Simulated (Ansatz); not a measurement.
BrH₃NNaSi

Input file:

```
crystal:
  periodic: [false, false, false]
  atoms:
    - {symbol: Br, position_ang: [-4.468864, 0.818519, -0.677357]}
    - {symbol: N, position_ang: [-2.028351, -1.185995, -0.856115]}
    - {symbol: Na, position_ang: [-4.033659, -1.969437, -0.927706]}
    - {symbol: Si, position_ang: [-2.143467, 0.470164, -0.705375]}
    - {symbol: H, position_ang: [-1.084942, -1.566991, -0.896236]}
    - {symbol: H, position_ang: [-1.744955, 1.391192, -1.824932]}
    - {symbol: H, position_ang: [-1.752090, 1.173810, 0.564282]}
basis:
  gaussian:
    orbitals: def2-TZVPD
output: {forces: true, orbitals: {seedname: orbitals}}
hamiltonian:
  xc: {name: PBE0}
```

Command:

```sh
ansatz run input.yaml --threads 1 --pin off --max-ram 2610MiB --events-out events.jsonl --progress --plain --runs-dir runs
```

Geometry: PBE0-D3(BJ)/def2-SVP.

Computed with isolated molecule in a Gaussian basis; Kohn-Sham density functional theory, functional PBE0 (Ansatz).

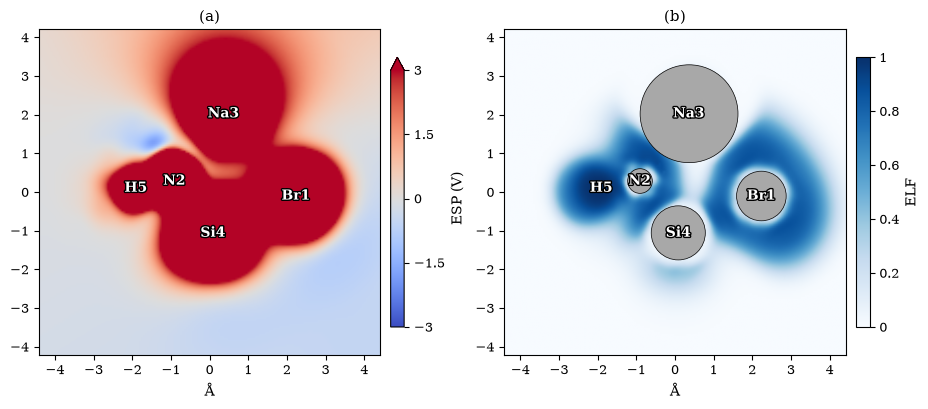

Figure 1. (a) electrostatic potential; (b) electron localisation function on the plane of atoms Na3, N2 and H5. Grey discs cover the atomic cores in the ELF map.

Question: Interpret the plot.

Answer: The plane passes through Br, N, Na, Si and H nuclei.
Si–N (1.67 Å): the ELF peaks at about 0.90 between the atoms; a short, strongly polar bond.
Na–N (2.15 Å): the ELF peaks at about 0.90 in the valence shell of N, 0.7 Å from its nucleus, and is about 0.20 at the midpoint; an ionic contact with no shared pair.
Si–Br (2.35 Å): the ELF peaks at about 0.85 between the atoms (a shared but strongly polarised pair).
Na–Br (2.83 Å): the ELF peaks at about 0.85 in the valence shell of Br, 1.0 Å from its nucleus, and falls to about 0 next to Na; a largely ionic contact.
Na–Si (3.09 Å): the ELF is about 0.30 at the midpoint.
Outside the dense part of the molecule the potential is most negative (−1.7 V) near N2.

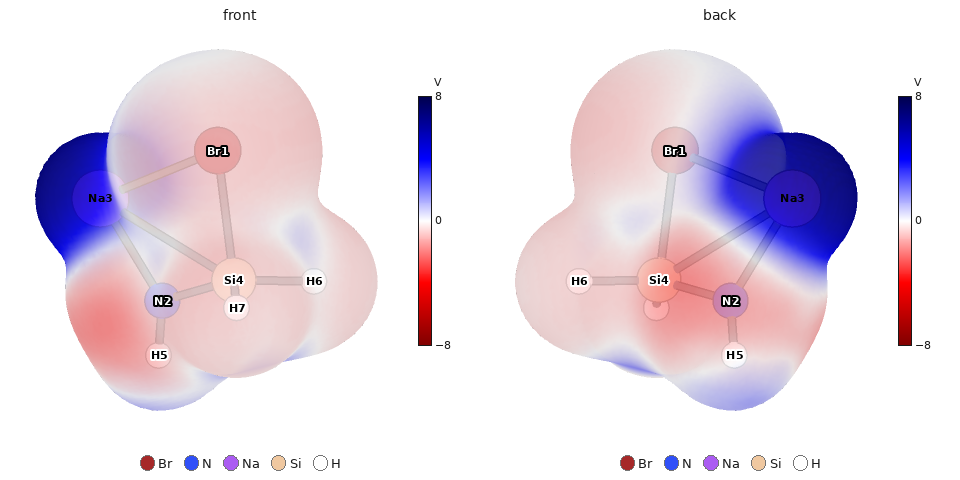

Figure 2. The electrostatic potential painted on the density surface at 0.004 e/bohr³, seen from the front and from behind; red is negative and blue positive.

Question: Describe the electrostatic potential map.

Answer: The most negative region (about −2.0 V, or −46 kcal/mol for a unit charge) lies over N2, the most positive (about +6.9 V, or +159 kcal/mol for a unit charge) over Na3. N2 is the likeliest acceptor of a hydrogen bond.

Question: How polar is the molecule by this calculation?

Answer: Its dipole moment is 5.75 D.

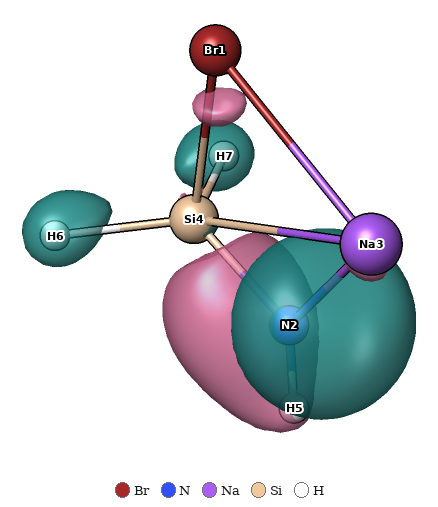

Figure 3. The HOMO−1 at ±0.15 Å⁻³ᐟ² (teal and pink are the two phases), seen at an oblique angle.

Question: Where does this orbital lie, and at what energy?

Answer: Its weight (Hirshfeld) is mainly on N2 (about 60 %), Si4 (about 15 %) and Na3 (about 5 %). Its energy is −7.27 eV.
